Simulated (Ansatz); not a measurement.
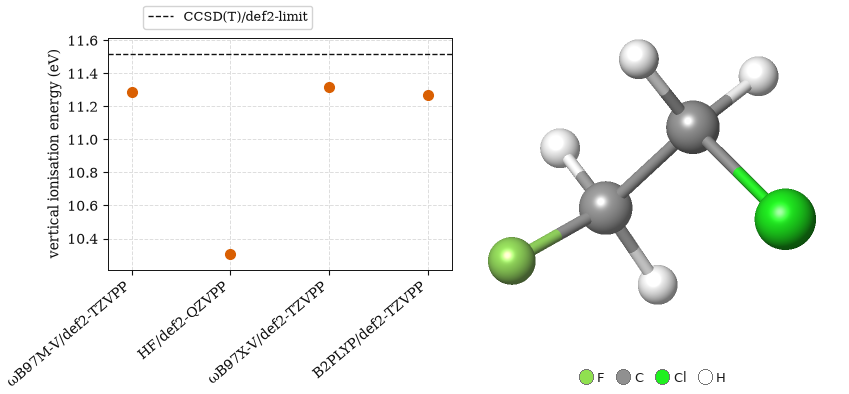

Vertical ionisation energy of C₂H₄ClF, SMILES FCCCl, taken as the energy of the cation less that of the neutral at fixed geometry (unrestricted doublet cation, cores frozen in correlated methods, no spin-orbit coupling), the Ansatz code, at a PBE0-D4/def2-TZVP geometry (a minimum by its frequencies). Limit means an estimate of the basis limit from triple and quadruple zeta; for coupled cluster it is either extrapolated directly or built as the MP2 limit plus the step from MP2 in triple zeta. B2PLYP/def2-TZVPP holds a correlation term that converges slowly with the basis, so part of the distance to the limit is basis error.

Question: What range do the values span, the line included?

Answer: From 10.31 eV (HF/def2-QZVPP) to 11.52 eV (CCSD(T)/def2-limit).

Question: Give the values.

Answer:
```tsv
level	eV	less CCSD(T)/def2-limit
ωB97M-V/def2-TZVPP	11.29	−0.23
HF/def2-QZVPP	10.31	−1.21
ωB97X-V/def2-TZVPP	11.32	−0.20
B2PLYP/def2-TZVPP	11.27	−0.25
CCSD(T)/def2-limit	11.52	0.00
```

Limits of at least one run: one conformer of a flexible molecule.
